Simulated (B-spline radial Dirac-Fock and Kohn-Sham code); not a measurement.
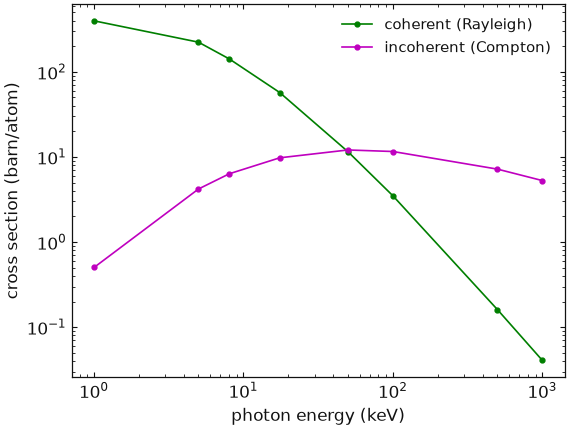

Coherent and incoherent photon scattering cross sections against photon energy, computed at the marked points and joined by straight lines. It refers to iron in charge state +1 (Fe⁺) ([Ar] 3d6 4s1). Level of theory: Thomson × f² and Klein–Nishina × S on Dirac–Fock densities, without anomalous dispersion; calculated with a B-spline radial code.

> What are the two cross sections at 1.000 MeV?

Coherent 0.0406 b, incoherent 5.27 b.

> Where does Compton scattering overtake Rayleigh scattering?

Between 17.5 keV and 50.0 keV.
